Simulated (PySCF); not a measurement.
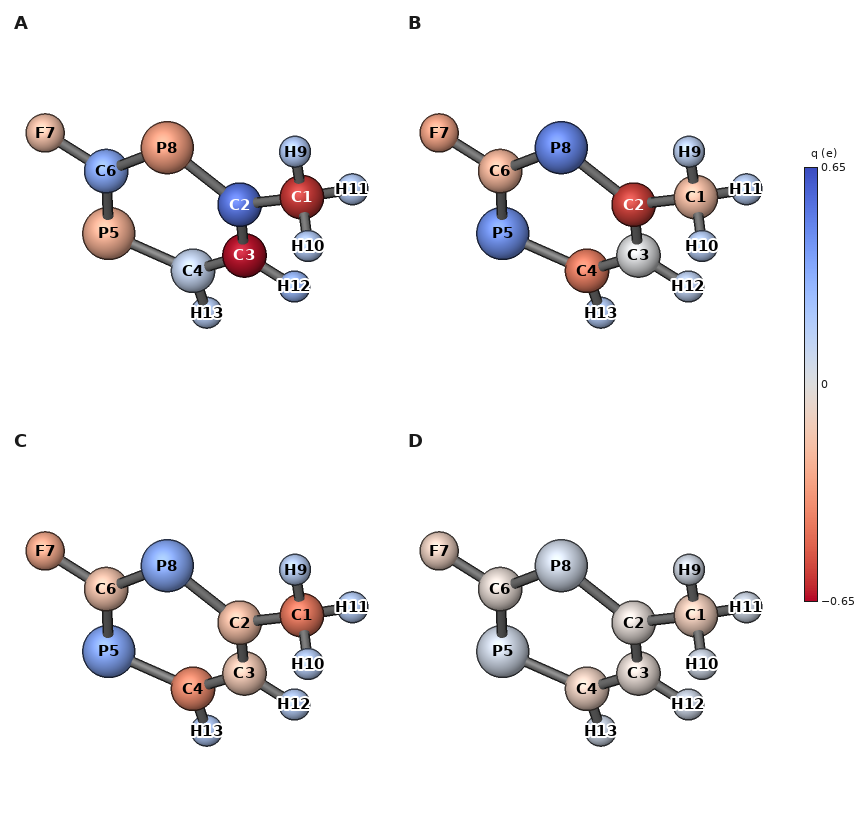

Atomic charges of one calculation by 4 schemes, on one colour scale. The computed structure is the end point of a PBE0-D3(BJ)/def2-SVP optimisation. No frequency run is at hand to confirm it as a minimum. Level of theory: PBE0/pcSseg-1 in methanol (IEF-PCM) (PySCF 2.14.0).

### The schemes are ESP-fitted, Hirshfeld, IAO, Mulliken. Which panel shows which?

A ESP-fitted, B Mulliken, C IAO, D Hirshfeld.

List the charges (e), one line for each set of equivalent atoms.

```csv
atom,ESP-fitted,Mulliken,IAO,Hirshfeld
C1,−0.57,−0.19,−0.42,−0.11
C2,0.53,−0.56,−0.18,−0.03
C3,−0.63,0.01,−0.14,−0.04
C4,0.11,−0.40,−0.36,−0.09
P5,−0.24,0.42,0.35,0.06
C6,0.34,−0.21,−0.16,−0.04
F7,−0.17,−0.28,−0.26,−0.10
P8,−0.30,0.46,0.33,0.06
H9,0.18,0.13,0.15,0.05
H10,0.17,0.16,0.17,0.06
H11,0.17,0.15,0.16,0.06
H12,0.26,0.13,0.17,0.07
H13,0.16,0.17,0.18,0.06
```
